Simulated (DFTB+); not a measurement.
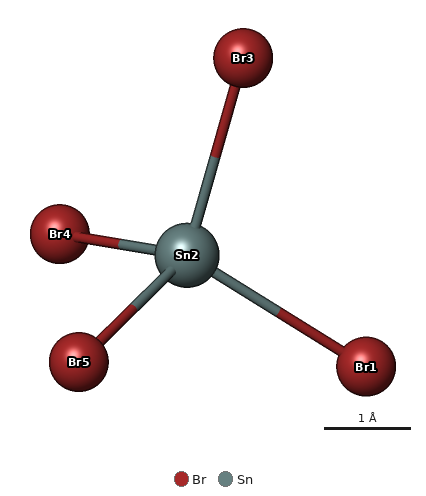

Figure 1. The input geometry (ball-and-stick view, seen at a tilt; atoms are numbered from 1 in the order of the input). Sticks mark near contacts.

# Energy and gradient calculation of SnBr₄

System: SnBr₄, SMILES [Br][Sn]([Br])([Br])[Br].
Method: GFN1-xTB, R-SCC, dispersion built in (DFTB+ 25.1).

The geometry comes from this level: GFN2-xTB.

The input (dftb_in.hsd):
```
Geometry = xyzFormat {
  <<< "geo.xyz"
}
Hamiltonian = xTB {
  Method = "GFN1-xTB"
  Charge = 0
  SCCTolerance = 1e-07
}
Analysis {
  PrintForces = Yes
}
Options {
  WriteResultsTag = Yes
}
ParserOptions {
  ParserVersion = 14
}
```

File geo.xyz:
```
5

Br    -1.160910     0.012930     2.272230
Sn    -0.000940     0.000260     0.000740
Br     2.158970    -1.352070     0.155310
Br    -1.541880    -1.056480    -1.737450
Br     0.544750     2.395350    -0.690830
```

Launch command:
```bash
dftb+ > run.log
```

Log:
```
|  DFTB+ development version (commit: a23bfb2)

Reading input file 'dftb_in.hsd'
Parser version: 14

--------------------------------------------------------------------------------

Processed input in HSD format written to 'dftb_pin.hsd'

Starting initialization...
--------------------------------------------------------------------------------
OpenMP threads:              1
Chosen random seed:          243302612
Current stacksize:           unlimited
Mode:                        Static calculation
Self consistent charges:     Yes
SCC-tolerance:                 0.100000E-06
Max. scc iterations:                    100
Shell resolved Hubbard:      Yes
Spin polarisation:           No
Nr. of up electrons:            16.000000
Nr. of down electrons:          16.000000
Periodic boundaries:         No
Electronic solver:           Relatively robust
Mixer:                       Broyden mixer
Mixing parameter:                  0.200000
Nr. of chrg. vec. in memory:            100
Max. SCC-cycles:                        100
tblite library version:      0.3.0
-> parametrization:          GFN1-xTB
-> repulsion:                Yes
-> dispersion:               Yes
-> halogen bonding:          Yes
-> electrostatics:           Yes
   -> isotropic:             Yes
   -> anisotropic:           No
   -> third-order:           Yes
Electronic temperature:              0.950045E-03 H      0.258520E-01 eV
Initial charges:             Set automatically (system chrg:   0.000E+00)
Included shells:            Br:  s, p, d
                            Sn:  s, p, d
Extra options:
                             Mulliken analysis
                             Force calculation
Force type                   original

--------------------------------------------------------------------------------

***  Geometry step: 0

 iSCC Total electronic   Diff electronic      SCC error
    1   -0.18156522E+02    0.00000000E+00    0.89265285E+00
    2   -0.18179539E+02   -0.18156522E+02    0.56450954E+00
    3   -0.18180697E+02   -0.23017395E-01    0.24566743E+00
    4   -0.18181745E+02   -0.11575072E-02    0.10078428E-01
    5   -0.18181784E+02   -0.10483966E-02    0.89084682E-03
    6   -0.18181784E+02   -0.38375555E-04    0.54029172E-03
    7   -0.18181784E+02   -0.19992464E-06    0.43150745E-04
    8   -0.18181784E+02   -0.25402006E-07    0.52595688E-06
    9   -0.18181784E+02   -0.16806823E-09    0.37313743E-06
   10   -0.18181784E+02   -0.15987212E-12    0.83857589E-07

Total Energy:                      -18.1681080668 H         -494.3794 eV
Extrapolated to 0K:                -18.1681080668 H         -494.3794 eV
Total Mermin free energy:          -18.1681080668 H         -494.3794 eV
Force related energy:              -18.1681080668 H         -494.3794 eV

--------------------------------------------------------------------------------
--------------------------------------------------------------------------------
SCC                                    +       0.01 ( 58.9%)       0.01 ( 76.5%)
--------------------------------------------------------------------------------
Missing                                +       0.00 ( 41.1%)       0.00 ( 23.5%)
Total                                  =       0.01 (100.0%)       0.02 (100.0%)
--------------------------------------------------------------------------------
```

File detailed.out:
```
Fermi distribution function

Calculation with static geometry

********************************************************************************
 iSCC Total electronic   Diff electronic      SCC error
   10   -0.18181784E+02   -0.15987212E-12    0.83857589E-07
********************************************************************************

 Total charge:    -0.00000000

 Atomic gross charges (e)
 Atom           Charge
    1      -0.06720436
    2       0.26996598
    3      -0.06773641
    4      -0.06750820
    5      -0.06751700

Nr. of electrons (up):     32.00000000
Atom populations (up)
 Atom       Population
    1       7.06720436
    2       3.73003402
    3       7.06773641
    4       7.06750820
    5       7.06751700

l-shell populations (up)
 Atom Sh.   l       Population
    1   1   0       1.97742309
    1   2   1       5.10763135
    1   3   2      -0.01785008
    2   1   0       2.00356719
    2   2   1       1.32566566
    2   3   2       0.40080117
    3   1   0       1.97753557
    3   2   1       5.10805426
    3   3   2      -0.01785341
    4   1   0       1.97748704
    4   2   1       5.10787330
    4   3   2      -0.01785214
    5   1   0       1.97748462
    5   2   1       5.10788560
    5   3   2      -0.01785321

Orbital populations (up)
 Atom Sh.   l   m       Population  Label
    1   1   0   0       1.97742309  s
    1   2   1  -1       1.92175894  p_y
    1   2   1   0       1.40011979  p_z
    1   2   1   1       1.78575262  p_x
    1   3   2  -2      -0.00713672  d_xy
    1   3   2  -1      -0.00695683  d_yz
    1   3   2   0      -0.00214488  d_z2
    1   3   2   1      -0.00092767  d_xz
    1   3   2   2      -0.00068399  d_x2-y2
    2   1   0   0       2.00356719  s
    2   2   1  -1       0.44187654  p_y
    2   2   1   0       0.44190978  p_z
    2   2   1   1       0.44187933  p_x
    2   3   2  -2       0.07559279  d_xy
    2   3   2  -1       0.07106799  d_yz
    2   3   2   0       0.09532891  d_z2
    2   3   2   1       0.08321841  d_xz
    2   3   2   2       0.07559308  d_x2-y2
    3   1   0   0       1.97753557  s
    3   2   1  -1       1.73742310  p_y
    3   2   1   0       1.91971281  p_z
    3   2   1   1       1.45091834  p_x
    3   3   2  -2      -0.00310414  d_xy
    3   3   2  -1      -0.00210947  d_yz
    3   3   2   0      -0.00083929  d_z2
    3   3   2   1      -0.00392848  d_xz
    3   3   2   2      -0.00787203  d_x2-y2
    4   1   0   0       1.97748704  s
    4   2   1  -1       1.80912736  p_y
    4   2   1   0       1.61665642  p_z
    4   2   1   1       1.68208953  p_x
    4   3   2  -2      -0.00255918  d_xy
    4   3   2  -1      -0.00663966  d_yz
    4   3   2   0      -0.00376249  d_z2
    4   3   2   1      -0.00175169  d_xz
    4   3   2   2      -0.00313912  d_x2-y2
    5   1   0   0       1.97748462  s
    5   2   1  -1       1.34239390  p_y
    5   2   1   0       1.87364332  p_z
    5   2   1   1       1.89184838  p_x
    5   3   2  -2      -0.00249813  d_xy
    5   3   2  -1      -0.00055667  d_yz
    5   3   2   0      -0.00422217  d_z2
    5   3   2   1      -0.00698109  d_xz
    5   3   2   2      -0.00359516  d_x2-y2

Fermi level:                        -0.4118019406 H          -11.2057 eV
Band energy:                       -17.7234140266 H         -482.2786 eV
TS:                                  0.0000000000 H            0.0000 eV
Band free energy (E-TS):           -17.7234140266 H         -482.2786 eV
Extrapolated E(0K):                -17.7234140266 H         -482.2786 eV
Input / Output electrons (q):     32.0000000000     32.0000000000

Energy H0:                         -18.1854551362 H         -494.8514 eV
Energy SCC:                          0.0036711953 H            0.0999 eV
Total Electronic energy:           -18.1817839408 H         -494.7515 eV
Repulsive energy:                    0.0173567838 H            0.4723 eV
Halogen correction energy:           0.0000000000 H            0.0000 eV
Total energy:                      -18.1681080668 H         -494.3794 eV
Extrapolated to 0:                 -18.1681080668 H         -494.3794 eV
Total Mermin free energy:          -18.1681080668 H         -494.3794 eV
Force related energy:              -18.1681080668 H         -494.3794 eV

Non-constrained calculation

SCC converged

Total Forces
    1      0.004391843828     -0.000045005956     -0.008616262157
    2      0.000369418134     -0.000129903486     -0.000287400152
    3     -0.008621240226      0.005392388148     -0.000605352421
    4      0.006003645239      0.004129296346      0.006798334745
    5     -0.002143666974     -0.009346775052      0.002710679985

Maximal derivative component:        0.934678E-02 au

Dipole moment:   -0.00288614    0.00081623    0.00227611 au
Dipole moment:   -0.00733584    0.00207466    0.00578529 Debye
```

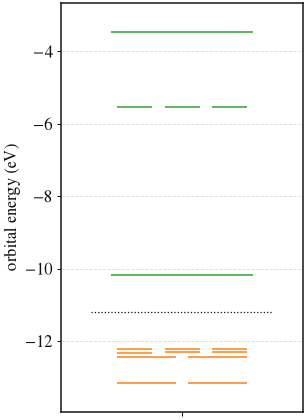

Figure 2. Orbital energies near the frontier; the dotted line parts filled from empty levels, and levels within 0.02 eV of each other stand side by side. Highest filled −12.23 eV, lowest empty −10.18 eV, 2.05 eV apart.

Results in brief:

| quantity | value |
| --- | --- |
| outcome | converged |
| Mermin free energy | −18.168108 hartree |
| basis functions | 45 |
| largest force | 0.524 eV/Å |
| HOMO | −12.23 eV |
| LUMO | −10.18 eV |
| dipole moment | 0.01 D |
| hardware | 1 thread of AMD EPYC (Zen 5), 32 GiB of memory available, shared host |
| peak memory | 0.073 GiB |

Remarks:

Settings chosen away from the usual ones: scf_conv.
